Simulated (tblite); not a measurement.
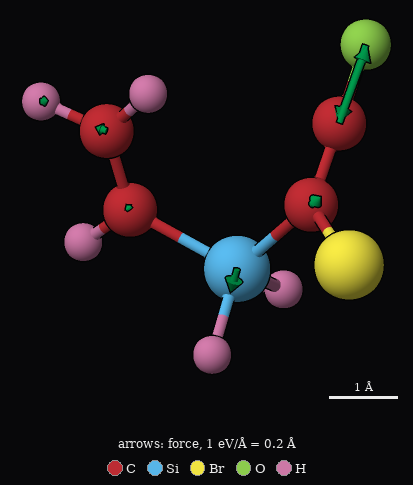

Starting geometry of C₄H₅BrOSi with the computed forces as green arrows. Style: ball-and-stick. Shown at a tilt.

The calculation used GFN2-xTB geometry optimisation, gas phase (tblite 0.8.0). 

### What follows when this structure is relaxed?

It isn't relaxed: the largest force vector, on O atoms, is 6.26 eV/Å. The final displacements have little in common with the starting forces (cosine between the two patterns 0.08). After 99 geometry steps the energy has fallen by 10.2 kcal/mol. The largest move after the best rigid fit is that of the Br atom, 1.16 Å. By element the largest moves are Br 1.16 Å, O 0.76 Å, H 0.57 Å, C 0.32 Å, Si 0.23 Å. Among the contacts that change: C–O 1.245 → 1.163 Å, C–Si 1.832 → 1.896 Å, C–Si 1.845 → 1.878 Å, C–H 1.101 → 1.079 Å. Among the angles between lasting bonds that change: C–Si–H 106.9° → 111.9°, C–Si–H 111.1° → 106.6°, C–C–H 117.9° → 122.3°. Groups turn about C–Si by about 45°. The run took 0.64 s on 1 thread of Arm Neoverse V1, on a shared host.
